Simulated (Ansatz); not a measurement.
## Electronic structure of BH5NSi (doublet) in real space

```json
{"atom": "N", "x (Å)": "-0.7721", "y (Å)": "0.4364", "z (Å)": "-1.5542"}
{"atom": "B", "x (Å)": "-0.7226", "y (Å)": "-0.0282", "z (Å)": "-0.2664"}
{"atom": "Si", "x (Å)": "-2.0832", "y (Å)": "-0.7126", "z (Å)": "1.0206"}
{"atom": "H", "x (Å)": "-1.6209", "y (Å)": "0.5035", "z (Å)": "-2.0971"}
{"atom": "H", "x (Å)": "0.0415", "y (Å)": "0.7484", "z (Å)": "-2.0598"}
{"atom": "H", "x (Å)": "-1.7340", "y (Å)": "-2.1001", "z (Å)": "1.4167"}
{"atom": "H", "x (Å)": "-3.4848", "y (Å)": "-0.7371", "z (Å)": "0.5054"}
{"atom": "H", "x (Å)": "-2.0766", "y (Å)": "0.1305", "z (Å)": "2.2425"}
```

The calculation used UKS BHLYP-D4/def2-SVP (Ansatz 0.2.0).

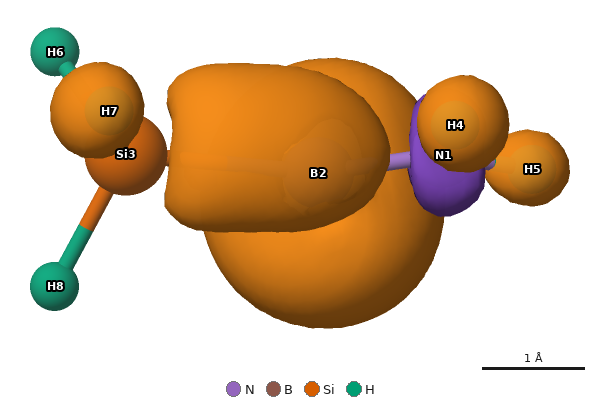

Figure 1. Isosurfaces of the spin density (α minus β) at +0.02 (orange) and −0.02 e/Å³ (purple), seen from one side.

Question: Describe the spin distribution.

Answer: The unpaired spin (1 electron) lies mostly on B2 (about 0.7) and Si3 (about 0.1), in electrons by Hirshfeld's partition.

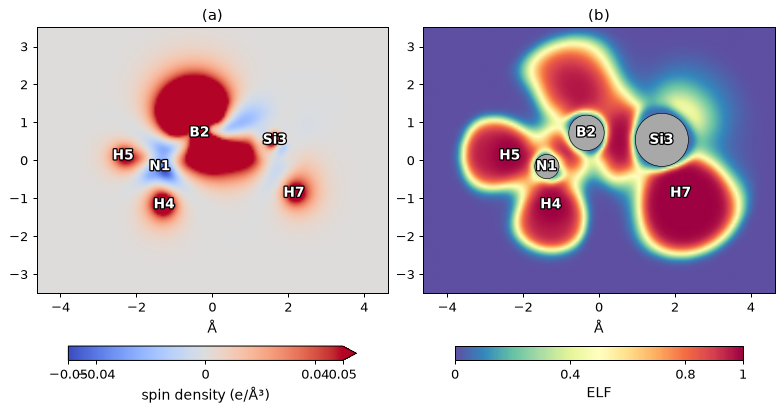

Figure 2. (a) spin density; (b) ELF on the plane of atoms B2, N1 and H5. Grey discs cover the atomic cores in the ELF map.

Question: Interpret the plot.

Answer:
- The section cuts through N, B, Si and H sites.
- B–N (1.37 Å): the ELF peaks at about 0.95 between the atoms: a polar covalent bond.
- Si–B (1.99 Å): the ELF peaks at about 1 between the atoms: a shared electron pair.
- N–H (1.01 Å): the ELF climbs to about 1 towards the hydrogen, as it does in any bond to H; a covalent bond by its length.
- Si–H (1.49 Å): the ELF climbs to about 1 towards the hydrogen.
- The ELF also peaks beside B2, away from the bonds: non-bonding electrons, paired or unpaired.

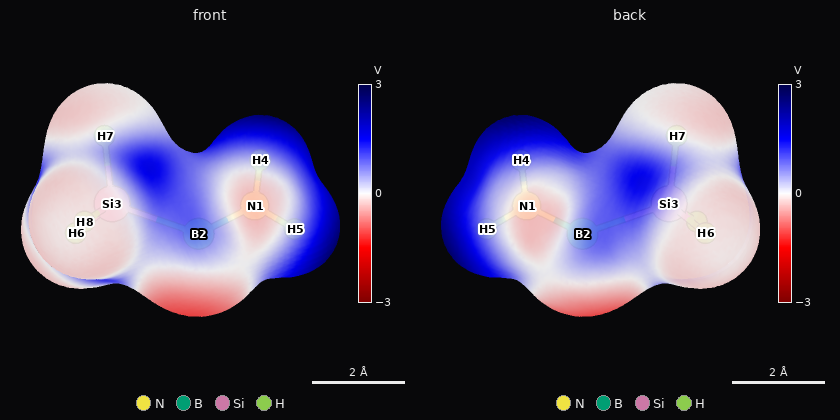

Figure 3. The molecular electrostatic potential painted on the density surface at 0.004 e/bohr³, seen from the front and from behind; the colour scale runs from red (negative) to blue (positive).

Question: Which sites attract a positive test charge, and which a negative one?

Answer: A positive charge is drawn to the negative regions and a negative charge to the positive ones. The most negative region (about −1.0 V) lies over N1, the most positive (about +2.6 V) over H4 and H5. N1 is the likeliest acceptor of a hydrogen bond.
